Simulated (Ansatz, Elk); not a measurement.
## Bonding as seen by X-rays: MoPbS2N

Structure refinements treat a crystal as free atoms side by side. For a made-up structure of MoPbS2N (cell and positions from a r2SCAN relaxation) the runs below show what the calculated density changes in F(hkl).

Program: Elk 11.2.3 (patched build). Level of theory: DFT, PBE, all-electron APW+lo, Dirac cores, scalar-relativistic bands, static density, no spin. Results are calculated unless marked as measured.

The structure was built from a prototype and need not be the compound's stable phase.

**1. The starting structure**

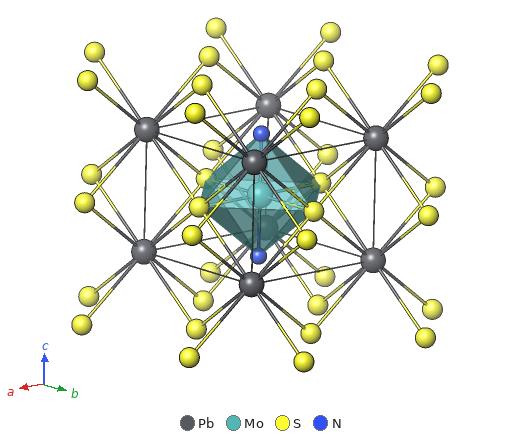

The starting structure, seen from a free direction (lead dark grey, molybdenum teal, sulfur yellow, nitrogen blue). Some periodic images of atoms are drawn too.

**2. Ground state and structure factors**

An all-electron density is needed, since X-rays see the cores too. Task 0 finds the density and task 195 Fourier-transforms it; tshift is off so that phases refer to the origin typed.

Input file elk.in:

```
tasks
  0
  195

xctype
  20

spinpol
  .false.

rgkmax
  7.0

gmaxvr
  14.0

lmaxo
  7

lmaxapw
  8

swidth
  0.002

tshift
  .false.

ramdisk
  .false.

hmaxvr
  5.5

maxscl
  120

epspot
  1e-06

sppath
  './'

avec
  9.28941857871 0.00000000000 0.00000000000
  -0.00000000000 9.28941857871 0.00000000000
  0.00000000000 0.00000000000 7.21783422623

atoms
  4
  'Pb.in'
  1
  0.0000000000 0.0000000000 0.0000000000   0.000000 0.000000 0.000000
  'Mo.in'
  1
  0.5000000000 0.5000000000 0.5000000000   0.000000 0.000000 0.000000
  'S.in'
  2
  0.5000000000 -0.0000000000 0.5000000000   0.000000 0.000000 0.000000
  -0.0000000000 0.5000000000 0.5000000000   0.000000 0.000000 0.000000
  'N.in'
  1
  0.5000000000 0.5000000000 0.0000000000   0.000000 0.000000 0.000000

ngridk
  5 5 6
```

Launch:

```bash
$ OMP_NUM_THREADS=4 elk
```

Numbers of over 12 decimals in the logs are rounded to 6 here.

Output:

```text
┌─────────────────────────┐
│ Elk code version 11.2.3 │
└─────────────────────────┘

All units are atomic (Hartree, Bohr, etc.)

┌─────────────────────────────────────────────────┐
│ Ground-state run starting from atomic densities │
└─────────────────────────────────────────────────┘

Lattice vectors :
   9.289418579       0.000000000       0.000000000
  -0.000000000       9.289418579       0.000000000
   0.000000000       0.000000000       7.217834226

Reciprocal lattice vectors :
  0.6763809009       0.000000000      -0.000000000
   0.000000000      0.6763809009       0.000000000
   0.000000000      -0.000000000      0.8705083977

Unit cell volume      :    622.8507164
Brillouin zone volume :   0.3982498645

Muffin-tin inner radius fraction :   0.1000000000E-01

Nuclei treated as point charges

Species : 1 (Pb)
 parameters loaded from : Pb.in
 name : lead
 nuclear charge    :   -82.00000000
 electronic charge :    82.00000000
 atomic mass :    377702.4943
 muffin-tin radius :    2.800000000
 number of radial points in muffin-tin :   1393
 inner part over the whole radius :   0.9993555083E-02
 number on inner part of muffin-tin    :   1001
 approximate nuclear radius :   0.1047603524E-03
 number of mesh points to nuclear radius :    525
 atomic positions (lattice), magnetic fields (Cartesian) :
  1 :   0.00000000  0.00000000  0.00000000    0.00000000  0.00000000  0.00000000

Species : 2 (Mo)
 parameters loaded from : Mo.in
 name : molybdenum
 nuclear charge    :   -42.00000000
 electronic charge :    42.00000000
 atomic mass :    174887.9214
 muffin-tin radius :    2.102996476
 number of radial points in muffin-tin :   1193
 inner part over the whole radius :   0.9983246180E-02
 number on inner part of muffin-tin    :    844
 approximate nuclear radius :   0.8334154960E-04
 number of mesh points to nuclear radius :    425
 atomic positions (lattice), magnetic fields (Cartesian) :
  1 :   0.50000000  0.50000000  0.50000000    0.00000000  0.00000000  0.00000000

Species : 3 (S)
 parameters loaded from : S.in
 name : sulphur
 nuclear charge    :   -16.00000000
 electronic charge :    16.00000000
 atomic mass :    58450.91931
 muffin-tin radius :    2.200000000
 number of radial points in muffin-tin :    793
 inner part over the whole radius :   0.9890556315E-02
 number on inner part of muffin-tin    :    554
 approximate nuclear radius :   0.6195814986E-04
 number of mesh points to nuclear radius :    251
 atomic positions (lattice), magnetic fields (Cartesian) :
  1 :   0.50000000  0.00000000  0.50000000    0.00000000  0.00000000  0.00000000
  2 :   0.00000000  0.50000000  0.50000000    0.00000000  0.00000000  0.00000000

Species : 4 (N)
 parameters loaded from : N.in
 name : nitrogen
 nuclear charge    :   -7.000000000
 electronic charge :    7.000000000
 atomic mass :    25532.65216
 muffin-tin radius :    1.455920637
 number of radial points in muffin-tin :    593
 inner part over the whole radius :   0.9853281403E-02
 number on inner part of muffin-tin    :    404
 approximate nuclear radius :   0.4939692610E-04
 number of mesh points to nuclear radius :    172
 atomic positions (lattice), magnetic fields (Cartesian) :
  1 :   0.50000000  0.50000000  0.00000000    0.00000000  0.00000000  0.00000000

Total number of atoms per unit cell :    5
Total muffin-tin volume :    233.0425978
 ratio of muffin-tin to unit cell volume :   0.3741548202

Spin treatment :
 spin-unpolarised

Number of Bravais lattice symmetries :   16
Number of crystal symmetries         :   16
Crystal has inversion symmetry
Real symmetric eigensolver will be used

k-point grid :      5     5     6
k-point offset :    0.000000000       0.000000000       0.000000000
k-point set is reduced with full crystal symmetry group
Total number of k-points :       24

Muffin-tin radius times maximum |G+k| :    7.000000000
 using average radius
Maximum |G+k| for APW functions       :    3.253115498
Maximum (1/2)|G+k|²                   :    5.291380221
[...]
total energy                :     -25832.902528925

Density of states at Fermi energy :    36.67247933
 (states/Hartree/unit cell)

Estimated indirect band gap :   0.5426451131E-02
 from k-point 19 to k-point 4
Estimated direct band gap   :   0.6375684361E-02
 at k-point 4

Charges :
 core                        :    118.0000000
 valence                     :    45.00000000
 interstitial                :    9.485942236
 muffin-tins (core leakage)
  species : 1 (Pb)
   atom 1                    :    79.81597445     (  0.1220838469E-02)
  species : 2 (Mo)
[...]
species : 3 (S)
[...]
species : 4 (N)
[...]
total in muffin-tins        :    153.5140578
 total calculated charge     :    162.9970823
 total charge                :    163.0000000
 error                       :   0.2917720978E-02

RMS change in Kohn-Sham potential (target) :   0.8807161671     (  0.1000000000E-05)
Absolute change in total energy (target)   :   0.2217116464     (  0.1000000000E-03)

[... loops 3 to 17 left out ...]

┌──────────────────┐
│ Loop number : 18 │
└──────────────────┘

Energies :
 Fermi                       :     0.273167
 sum of occupied eigenvalues :     -15825.958385219
 electron kinetic            :      29425.126269094
 core electron kinetic       :      29161.928819650
 Coulomb                     :     -54684.191018031
 Coulomb potential           :     -44503.603671438
 nuclear-nuclear             :     -2092.2047819486
 electron-nuclear            :     -60712.877108730
 Hartree                     :      8120.8908726478
 Madelung                    :     -32432.389182312
 xc potential                :     -747.48098287518
 exchange                    :     -563.56915547128
 correlation                 :     -8.759173
 electron entropic           :    -0.81821385215466E-03
 total energy                :     -25831.393895432

Density of states at Fermi energy :    61.48174915
 (states/Hartree/unit cell)

Estimated indirect band gap :   0.2380237507E-02
 from k-point 24 to k-point 2
Estimated direct band gap   :   0.1217747181E-01
 at k-point 4

Charges :
 core                        :    118.0000000
 valence                     :    45.00000000
 interstitial                :    9.556094025
 muffin-tins (core leakage)
  species : 1 (Pb)
[...]
species : 2 (Mo)
[...]
species : 3 (S)
[...]
species : 4 (N)
[...]
total in muffin-tins        :    153.4439060
 total calculated charge     :    162.9973860
 total charge                :    163.0000000
 error                       :   0.2613999578E-02

RMS change in Kohn-Sham potential (target) :   0.2074283047E-06 (  0.1000000000E-05)
Absolute change in total energy (target)   :   0.5346868784E-04 (  0.1000000000E-03)

Convergence targets achieved

┌──────────────────┐
│ Loop number : 19 │
└──────────────────┘

Energies :
 Fermi                       :     0.273167
 sum of occupied eigenvalues :     -15825.958389243
 electron kinetic            :      29425.126266256
 core electron kinetic       :      29161.928813919
 Coulomb                     :     -54684.191022221
 Coulomb potential           :     -44503.603663467
 nuclear-nuclear             :     -2092.2047819486
 electron-nuclear            :     -60712.877125085
 Hartree                     :      8120.8908848119
 Madelung                    :     -32432.389190488
 xc potential                :     -747.48099203187
 exchange                    :     -563.56915565801
 correlation                 :     -8.759173
 electron entropic           :    -0.81821417351872E-03
 total energy                :     -25831.393902665

Density of states at Fermi energy :    61.48179132
 (states/Hartree/unit cell)

Estimated indirect band gap :   0.2380216308E-02
 from k-point 24 to k-point 2
Estimated direct band gap   :   0.1217744419E-01
 at k-point 4

Charges :
 core                        :    118.0000000
 valence                     :    45.00000000
 interstitial                :    9.556093782
 muffin-tins (core leakage)
  species : 1 (Pb)
[...]
species : 2 (Mo)
[...]
species : 3 (S)
   atom 1                    :    14.55485108     (  0.7024587354E-04)
   atom 2                    :    14.55485108     (  0.7024587354E-04)
  species : 4 (N)
   atom 1                    :    5.417394116     (  0.6677809399E-05)
 total in muffin-tins        :    153.4439062
 total calculated charge     :    162.9973860
 total charge                :    163.0000000
 error                       :   0.2613999909E-02

┌──────────────────────────────┐
│ Self-consistent loop stopped │
└──────────────────────────────┘

Warning : core states of species 1 leak from the muffin-tin :   0.1152730725E-02

Wrote STATE.OUT
```

Elapsed: 36 s, on 4 threads of Arm Neoverse V1, shared host; peak memory 0.2 GiB.

SFACRHO.OUT:

```text

h k l indices transformed by vhmat matrix:
   1.000000000       0.000000000       0.000000000    
   0.000000000       1.000000000       0.000000000    
   0.000000000       0.000000000       1.000000000    

      h      k      l  multipl.   |H|            Re(F)            Im(F)           |F|

      0      0      0      1   0.0000000       163.00000     -0.46993325E-16   163.00000    
      1      0      0      4  0.67638090       32.441659      0.28951044E-13   32.441659    
      0      0     -1      2  0.87050840       17.536040     -0.31927285E-13   17.536040    
      1     -1      0      4  0.95654704       89.863343      0.69634420E-14   89.863343    
      0     -1      1      8   1.1023956       101.60578      0.10343938E-13   101.60578    
     -1      1     -1      8   1.2933550       64.336592      0.61628666E-14   64.336592    
     -2      0      0      4   1.3527618       128.95952      0.52735777E-13   128.95952    
      2     -1      0      8   1.5124337       31.398747     -0.12492849E-13   31.398747    
      0     -2     -1      8   1.6086483       19.246297     -0.88353500E-13   19.246297    
      0      0      2      2   1.7410168       117.52436     -0.55387915E-13   117.52436    
     -2     -1      1     16   1.7450617       90.735811      0.49161182E-13   90.735811    
     -1      0     -2      8   1.8677876       30.612364     -0.73287562E-13   30.612364    
     -2     -2      0      4   1.9130941       113.41296      0.94112283E-13   113.41296    
      1      1     -2      8   1.9864848       75.342084     -0.13716066E-13   75.342084    
     -3      0      0      4   2.0291427       29.850593     -0.85968592E-13   29.850593    
     -2     -2     -1      8   2.1018358       18.419343     -0.97889508E-13   18.419343    
      1     -3      0      8   2.1389042       73.417338      0.47447257E-13   73.417338    
      2      0      2      8   2.2047911       106.51468     -0.94623366E-13   106.51468
```

Elk indexes on the primitive cell of elk.in and gives |H| = 4π sin θ/λ in inverse bohr. Below, one row stands for each form hkl of the conventional cell (m members, Friedel mates merged), F is for one primitive cell and the density is static (no thermal factor). Free-atom factors are Waasmaier and Kirfel's, and R is Σm||F|−|F'||/Σm|F|.

| hkl | m | sin θ/λ (Å⁻¹) | abs F, DFT | neutral atoms | diff. |
| --- | --- | --- | --- | --- | --- |
| 100 | 4 | 0.102 | 32.442 | 32.735 | -0.294 |
| 001 | 2 | 0.131 | 17.536 | 17.557 | -0.021 |
| 110 | 4 | 0.144 | 89.863 | 90.304 | -0.441 |
| 101 | 8 | 0.166 | 101.606 | 102.229 | -0.623 |
| 111 | 8 | 0.195 | 64.337 | 63.681 | +0.656 |
| 200 | 4 | 0.203 | 128.959 | 128.798 | +0.161 |
| 210 | 8 | 0.227 | 31.399 | 31.386 | +0.013 |
| 201 | 8 | 0.242 | 19.246 | 18.818 | +0.429 |
| 002 | 2 | 0.262 | 117.524 | 117.790 | -0.266 |
| 211 | 16 | 0.262 | 90.736 | 91.002 | -0.266 |
| 102 | 8 | 0.281 | 30.612 | 30.448 | +0.164 |
| 220 | 4 | 0.288 | 113.413 | 113.402 | +0.011 |
| 112 | 8 | 0.299 | 75.342 | 75.388 | -0.046 |
| 300 | 4 | 0.305 | 29.851 | 29.971 | -0.121 |
| 221 | 8 | 0.316 | 18.419 | 18.249 | +0.170 |
| 310 | 8 | 0.322 | 73.417 | 73.174 | +0.243 |
| 202 | 8 | 0.332 | 106.515 | 106.625 | -0.110 |
| 301 | 8 | 0.332 | 83.632 | 83.561 | +0.071 |

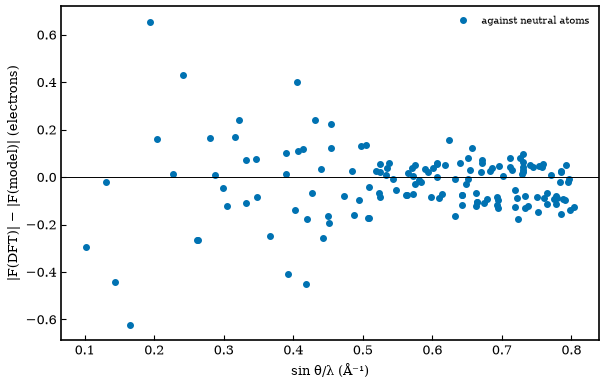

Difference between the calculated structure factors and the independent-atom ones.

**3. The highest occupied states alone**

An energy window below the Fermi level keeps the highest occupied states, to see at which angles they scatter; shallow core shells can lie inside it and anion s states outside. No new self-consistency is needed.

elk.in: that of step 2 with these lines changed.

```diff
@@ -1,3 +1,2 @@
 tasks
-  0
   195
@@ -40,2 +39,5 @@
 
+wsfac
+  -0.094330 0.573170
+
 sppath
```

Launch:

```bash
$ OMP_NUM_THREADS=4 elk
```

Output:

```text
┌─────────────────────────────────┐
│ Elk code version 11.2.3 started │
└─────────────────────────────────┘

Info(readinput): the functional depends on the density's gradient
 muffin-tin radial points multiplied by    2.00000
 (not where nrmtscf is given)

┌────────────────────┐
│ Current task : 195 │
└────────────────────┘
Info(checkmt): changed muffin-tin radius of species 2 (Mo) from   2.6000 to   2.1030
Info(checkmt): changed muffin-tin radius of species 4 (N) from   1.8000 to   1.4559

Info(sfacrho): density structure factors written to SFACRHO.OUT

 Energy window :  -0.9433000000E-01  0.5731700000

┌──────────────────┐
│ Elk code stopped │
└──────────────────┘
```

Run time: 15 s. Hardware: 4 threads; peak memory 0.16 GiB.

States within 10 eV below the Fermi level hold 21.00 electrons; any levels below the window count with the cores. Their amplitudes can exceed the total, where window and core parts have opposite phase:

| hkl | sin θ/λ (Å⁻¹) | abs F, window | abs F, all |
| --- | --- | --- | --- |
| 100 | 0.102 | 4.549 | 32.442 |
| 001 | 0.131 | 3.718 | 17.536 |
| 110 | 0.144 | 1.232 | 89.863 |
| 101 | 0.166 | 0.104 | 101.606 |
| 111 | 0.195 | 3.370 | 64.337 |
| 200 | 0.203 | 5.277 | 128.959 |
| 210 | 0.227 | 2.292 | 31.399 |
| 201 | 0.242 | 0.294 | 19.246 |
| 002 | 0.262 | 2.130 | 117.524 |
| 211 | 0.262 | 0.755 | 90.736 |

**4. Another functional**

The difference from free atoms is small, so it is set against the change that PBEsol makes.

elk.in: that of step 3 with these lines changed.

```diff
@@ -1,2 +1,3 @@
 tasks
+  0
   195
@@ -4,3 +5,3 @@
 xctype
-  20
+  22
 
@@ -39,5 +40,2 @@
 
-wsfac
-  -0.094330 0.573170
-
 sppath
```

Launch:

```bash
$ OMP_NUM_THREADS=4 elk
```

Output:

```text
┌─────────────────────────┐
│ Elk code version 11.2.3 │
└─────────────────────────┘

All units are atomic (Hartree, Bohr, etc.)

┌─────────────────────────────────────────────────┐
│ Ground-state run starting from atomic densities │
└─────────────────────────────────────────────────┘

Lattice vectors :
   9.289418579       0.000000000       0.000000000
  -0.000000000       9.289418579       0.000000000
   0.000000000       0.000000000       7.217834226

Reciprocal lattice vectors :
  0.6763809009       0.000000000      -0.000000000
[...]
species : 2 (Mo)
[...]
species : 3 (S)
[...]
atom 2                    :    14.52662418     (  0.7072954415E-04)
  species : 4 (N)
   atom 1                    :    5.396633410     (  0.6897262094E-05)
 total in muffin-tins        :    153.3749313
 total calculated charge     :    162.9973726
 total charge                :    163.0000000
 error                       :   0.2627352111E-02

┌──────────────────────────────┐
│ Self-consistent loop stopped │
└──────────────────────────────┘

Warning : core states of species 1 leak from the muffin-tin :   0.1161237417E-02

Wrote STATE.OUT
[key lines of the parts left out:]
total energy                :     -25822.183546454
```

It took 36 s on 4 threads; peak memory 0.2 GiB; 93 s of CPU time.

Against the first run R = 0.02 %; the largest change is -0.068 at 200.

**5. A coarser k-mesh**

About half the k-points along each axis test the sampling.

elk.in: that of step 4 with these lines changed.

```diff
@@ -5,3 +5,3 @@
 xctype
-  22
+  20
 
@@ -65,2 +65,2 @@
 ngridk
-  5 5 6
+  2 2 3
```

Launch:

```bash
$ OMP_NUM_THREADS=4 elk
```

Output:

```text
┌─────────────────────────┐
│ Elk code version 11.2.3 │
└─────────────────────────┘

All units are atomic (Hartree, Bohr, etc.)

┌─────────────────────────────────────────────────┐
│ Ground-state run starting from atomic densities │
└─────────────────────────────────────────────────┘

Lattice vectors :
   9.289418579       0.000000000       0.000000000
  -0.000000000       9.289418579       0.000000000
   0.000000000       0.000000000       7.217834226

Reciprocal lattice vectors :
  0.6763809009       0.000000000      -0.000000000
[...]
species : 2 (Mo)
[...]
species : 3 (S)
[...]
atom 2                    :    14.57871017     (  0.7054145003E-04)
  species : 4 (N)
   atom 1                    :    5.413264202     (  0.6672575886E-05)
 total in muffin-tins        :    153.4304479
 total calculated charge     :    162.9975967
 total charge                :    163.0000000
 error                       :   0.2403254176E-02

┌──────────────────────────────┐
│ Self-consistent loop stopped │
└──────────────────────────────┘

Warning : core states of species 1 leak from the muffin-tin :   0.1150000410E-02

Wrote STATE.OUT
[key lines of the parts left out:]
total energy                :     -25831.371289425
```

The job ended after 27 s (4 threads; peak memory 0.2 GiB).

Against the first run R = 0.05 %; the largest change is +0.169 at 003.

**6. Settings against the effect**

| run | R against the first run (%) | R against neutral atoms, low angle (%) | wall time |
| --- | --- | --- | --- |
| PBE, rgkmax 7 | 0.00 | 0.41 | 36 s |
| PBEsol | 0.02 | 0.41 | 36 s |
| k-mesh 2×2×3 | 0.05 | 0.47 | 27 s |

**7. Summary of results**

* R against neutral atoms, sin θ/λ < 0.3 Å⁻¹: 0.41 %
* R against neutral atoms, 0.3 to 0.80 Å⁻¹: 0.19 %

**Reading.** Independent neutral atoms miss the calculated amplitudes by R = 0.41 % below 0.3 Å⁻¹ and 0.19 % from there to 0.80 Å⁻¹; by shells, 0.57 % below 0.15 Å⁻¹ (3 forms), 0.40 % 0.15 to 0.3 (10 forms), 0.27 % 0.3 to 0.45 (21 forms), 0.18 % above 0.45 (115 forms). Bonding, aspherical density and the tables' own atoms all enter these figures, and the runs don't part them. The largest change of an amplitude is +0.66 electrons, at 111. The window's part falls from 21.0 electrons at the origin to at most 0.40 between 0.45 and 0.80 Å⁻¹. Below 0.3 Å⁻¹ the changes that finished (PBEsol and k-mesh 2×2×3) move F by R = 0.07 % at most, against the 0.41 % that separates it from free atoms. The basis has no finished test. These runs have no spin, though d or f shells may be open. The electron count is odd, so without spin the run is a metal by force. Spin-orbit coupling is left out, which can matter for elements this heavy. Part of the difference isn't bonding: the tables are fits to free atoms and ions calculated by other methods than this functional. Thermal motion, anomalous dispersion and extinction are left out.

[Logs are printed without paths, hosts, clocks, repeated set-up lines and the standing remarks that a program may print on its own settings, such as how far it seeks lower states.]

[Hosts, paths, dates, database ids (printed as entryN), source tags and the programs' standing remarks are cut or masked in the printed files.]
